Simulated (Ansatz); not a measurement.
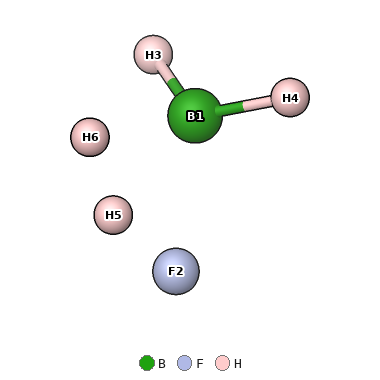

The system is the reacting system BFH4 (fragments BFH₂ + H₂ where the first distance is long, BH₃ + FH where the second is long); the picture shows the reference structure. First axis: distance B1–H6 (bond that forms). Second axis: distance B1–F2 (bond that breaks). Relaxed at each point: all other coordinates. The grid has 13 × 13 points. Points are written as (first, second). Energies are in kcal/mol, from a guessed transition structure relaxed with its forming and breaking bonds held. Energies and slopes of some neighbouring points disagree (a jump in structure or state, or too coarse a mesh). The restricted reference is unstable at some or all points, so the energies there are unreliable. Computed with Ansatz, RHF-MP2, frozen core/def2-TZVP.

Its coordinates:

```xyz
6

B    -0.3110    0.1584   -0.3071
F     1.3538    0.2068   -0.0985
H    -0.5986   -0.5787   -1.1833
H    -0.7905    1.2100   -0.0665
H     0.6199   -0.3573    0.6788
H    -0.2737   -0.6391    0.9766
```

Range: distance B1–H6 (bond that forms) from 1.035 to 2.535 Å; distance B1–F2 (bond that breaks) from 1.296 to 2.496 Å.

What landscape does the calculation give?

The lowest grid point is at (2.535 Å, 1.350 Å), −46 kcal/mol from a guessed transition structure relaxed with its forming and breaking bonds held. It lies in a valley that leaves the map towards separated partners. Other grid points that lie below all their neighbours: (1.195 Å, 2.134 Å) (29 kcal/mol higher). The highest grid point, (2.535 Å, 2.496 Å), lies 121 kcal/mol above the lowest.

```csv
"second ↓, first →",1.035,1.102,1.195,1.300,1.415,1.537,1.666,1.800,1.939,2.082,2.229,2.380,2.535
2.496,−7,−13,−16,−13,−6,4,15,27,39,50,60,70,75
2.372,−7,−13,−16,−13,−6,3,15,26,38,49,59,64,64
2.251,−7,−14,−16,−14,−7,3,14,26,37,48,52,52,53
2.134,−7,−14,−16,−14,−7,3,14,25,36,39,40,41,41
2.019,−7,−13,−16,−14,−7,3,13,24,26,27,28,28,28
1.908,−6,−13,−16,−13,−7,10,12,13,14,14,15,15,15
1.801,−5,−12,−15,−13,1,1,1,1,1,2,2,2,2
1.698,−3,−10,0,−6,−9,−10,−10,−11,−11,−11,−11,−12,−12
1.600,0,−7,−8,−14,−18,−20,−21,−22,−22,−23,−24,−24,−24
1.508,8,−4,−14,−21,−25,−28,−30,−31,−32,−33,−34,−34,−35
1.424,−6,−16,−25,−31,−30,−34,−36,−38,−39,−41,−41,−42,−42
1.350,−6,−17,−26,−32,−32,−36,−39,−41,−43,−44,−45,−45,−46
1.296,−3,−13,−23,−29,−33,−34,−38,−40,−43,−44,−45,−45,−45
```

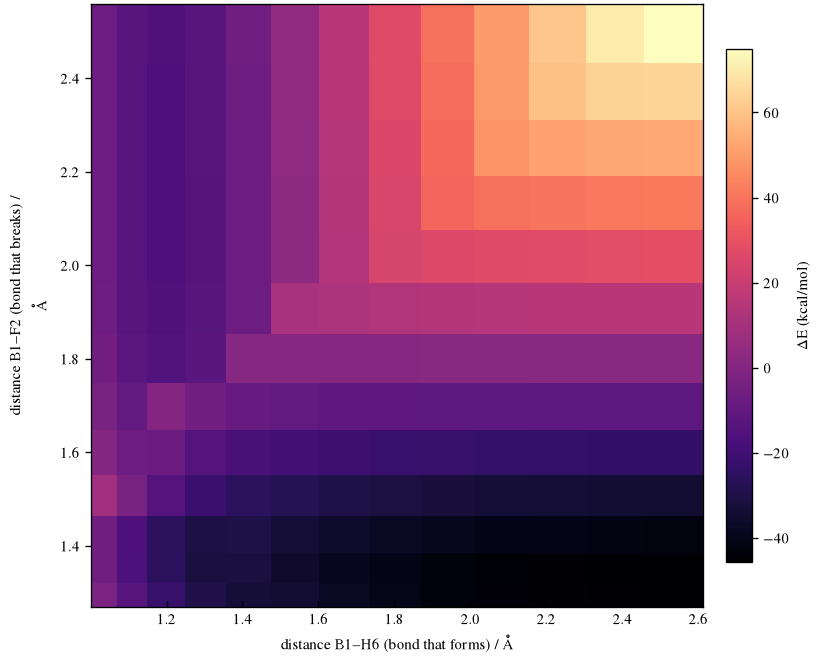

The picture shows one coloured cell a grid point.

Time for the 169 points that were run: 24 min on 1 thread of Arm Neoverse V1, with other jobs on the host.
